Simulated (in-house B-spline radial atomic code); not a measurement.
# Mo²⁺: binding energies from hole states

Aim: the cost of two holes at once in Mo²⁺, against the sum of the two single holes.

Program: in-house B-spline radial atomic code version 1. Level of theory: Dirac-Hartree-Fock, average of configuration, Fermi nucleus, basis-set limit. These are calculated values, not measurements, unless marked.

## 1. The system

```
element       : molybdenum (Z = 42)
charge        : +2
electrons     : 40
configuration : [Kr] 4d4
Hamiltonian   : Dirac-Coulomb
nucleus       : Fermi, rms radius 4.409 fm
```

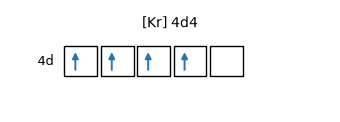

Outer shells as boxes.

The boxes draw the filling by Hund's rule, which heavy ions in jj coupling don't follow; these runs average over all states of the configuration.

Settings, as recorded:

```ini
Z = 42
electrons = 40.0
configuration = [Kr] 4d4
hamiltonian = dirac
method = hf
spin_polarised = False
nucleus = fermi
rms_radius = 4.4091
mass_number = 98
atomic_mass = 97.905403609
speed_of_light = 137.035999084
```

This reference run was done before. Its total energy is -4046.431915 hartree, and its levels are (the highest eight at most):

```
orbital  occupation  energy (eV)  <r> (bohr)
  3p3/2           4      -435.91      0.4314
  3d3/2           4      -270.79      0.4120
  3d5/2           6      -267.36      0.4154
  4s1/2           2      -98.255       1.112
  4p1/2           2      -68.607       1.215
  4p3/2           4      -65.940       1.242
  4d3/2         1.6      -26.354       1.707
  4d5/2         2.4      -26.125       1.722
```

Single holes known from earlier runs (ΔSCF): 2s 2906.38 eV, 3p3/2 425.25 eV, 3d3/2 259.16 eV, 3d5/2 255.86 eV, 4p1/2 66.469 eV, 4p3/2 63.914 eV, 4d 25.252 eV.

## 2. The 3d3/2 and 3d3/2 holes

In configurations, a minus sign after the shell means j = l − 1/2 and a plus sign j = l + 1/2; the count of electrons follows.

Settings, as recorded:

```ini
Z = 42
electrons = 38.0
configuration = 1s2 2s2 2p6 3s2 3p6 3d-2 3d+6 4s2 4p6 4d4
hamiltonian = dirac
method = hf
spin_polarised = False
nucleus = fermi
rms_radius = 4.4091
mass_number = 98
atomic_mass = 97.905403609
speed_of_light = 137.035999084
```

## 3. The 2s and 4p3/2 holes

The settings differ from step 2 so:

```diff
@@ -2,3 +2,3 @@
 electrons = 38.0
-configuration = 1s2 2s2 2p6 3s2 3p6 3d-2 3d+6 4s2 4p6 4d4
+configuration = 1s2 2s1 2p6 3s2 3p6 3d10 4s2 4p-2 4p+3 4d4
 hamiltonian = dirac
```

## 4. The 3p3/2 and 3p3/2 holes

The settings differ from step 3 so:

```diff
@@ -2,3 +2,3 @@
 electrons = 38.0
-configuration = 1s2 2s1 2p6 3s2 3p6 3d10 4s2 4p-2 4p+3 4d4
+configuration = 1s2 2s2 2p6 3s2 3p-2 3p+2 3d10 4s2 4p6 4d4
 hamiltonian = dirac
```

## 5. The 4p1/2 and 4d holes

The settings differ from step 4 so:

```diff
@@ -2,3 +2,3 @@
 electrons = 38.0
-configuration = 1s2 2s2 2p6 3s2 3p-2 3p+2 3d10 4s2 4p6 4d4
+configuration = 1s2 2s2 2p6 3s2 3p6 3d10 4s2 4p-1 4p+4 4d3
 hamiltonian = dirac
```

## 6. The 2s and 3d5/2 holes

The settings differ from step 5 so:

```diff
@@ -2,3 +2,3 @@
 electrons = 38.0
-configuration = 1s2 2s2 2p6 3s2 3p6 3d10 4s2 4p-1 4p+4 4d3
+configuration = 1s2 2s1 2p6 3s2 3p6 3d-4 3d+5 4s2 4p6 4d4
 hamiltonian = dirac
```

## 7. The 3d3/2 and 4p1/2 holes

The settings differ from step 6 so:

```diff
@@ -2,3 +2,3 @@
 electrons = 38.0
-configuration = 1s2 2s1 2p6 3s2 3p6 3d-4 3d+5 4s2 4p6 4d4
+configuration = 1s2 2s2 2p6 3s2 3p6 3d-3 3d+6 4s2 4p-1 4p+4 4d4
 hamiltonian = dirac
```

Before running: What does each hole state cost in eV, and how does that compare with the orbital energies or single holes?

**Answer**, as computed:

| two holes | ΔSCF (eV) | less the two single holes (eV) |
| --- | --- | --- |
| 3d3/2 and 3d3/2 | 554.92 | 36.60 |
| 2s and 4p3/2 | 2989.15 | 18.85 |
| 3p3/2 and 3p3/2 | 885.38 | 34.89 |
| 4p1/2 and 4d | 105.40 | 13.68 |
| 2s and 3d5/2 | 3207.43 | 45.19 |
| 3d3/2 and 4p1/2 | 344.16 | 18.54 |

What this shows: Two holes cost more than the sum of each, because the second electron leaves a more charged ion. The excess runs from 13.7 eV (4p1/2 and 4d) to 45.2 eV (2s and 3d5/2); it tends to be largest where both holes are compact. Two partly filled shells share a symmetry and can mix in the average, which may lower the energy, in these hole states: 3d3/2 and 3d3/2; 2s and 3d5/2; 3d3/2 and 4p1/2; 3d3/2; 3d5/2. Values are for the free ion, measured from the vacuum level.
